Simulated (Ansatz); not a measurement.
Consider Zn₄O.

```
CELL_PARAMETERS angstrom
3.00089 0.00000 0.00000
-1.50044 2.59884 0.00000
0.00000 0.00000 8.99417
ATOMIC_POSITIONS crystal
Zn 0.66667 0.33333 0.01926
Zn 0.00000 0.00000 0.69805
Zn 0.33333 0.66667 0.46344
Zn 0.00000 0.00000 0.23706
O 0.66667 0.33333 0.80670
```

Space group P3m1; a generated structure, not necessarily the stable one; changed on purpose from its base cell (volume × 0.97, shape and atoms relaxed); computed pressure about 2 GPa in this cell.

Level of theory: Ansatz, DFT PBE, scalar-relativistic, plane waves, PAW.

> Predict the valence pseudo-density and electron localisation function between the atoms.

Zn–O (1.91 Å): ρ at the midpoint is about 0.73 e/Å³; the ELF peaks at about 0.80 in the valence shell of O, 0.6 Å from its nucleus, and is about 0.30 at the midpoint.

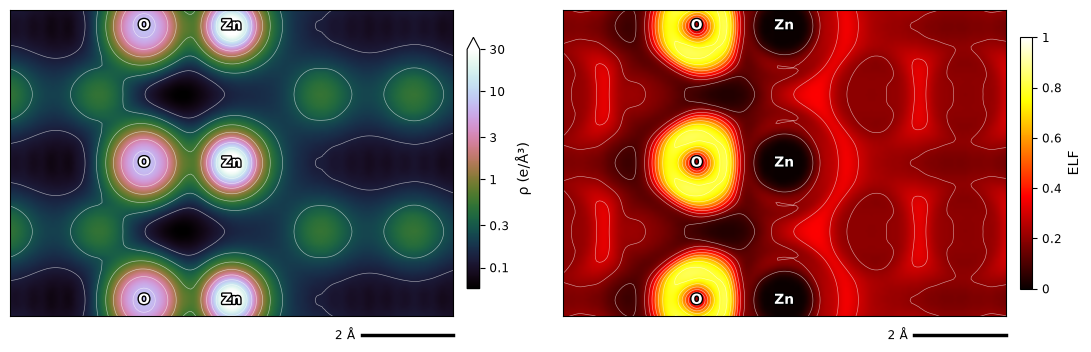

Computed valence pseudo-density and electron localisation function on the (11̄0) plane of the conventional cell, in this order. Atoms just off the plane (Zn, 0.9 Å away) can leave unmarked features too.

In a PAW calculation such maps are meaningful between the atoms, not at the nuclei.
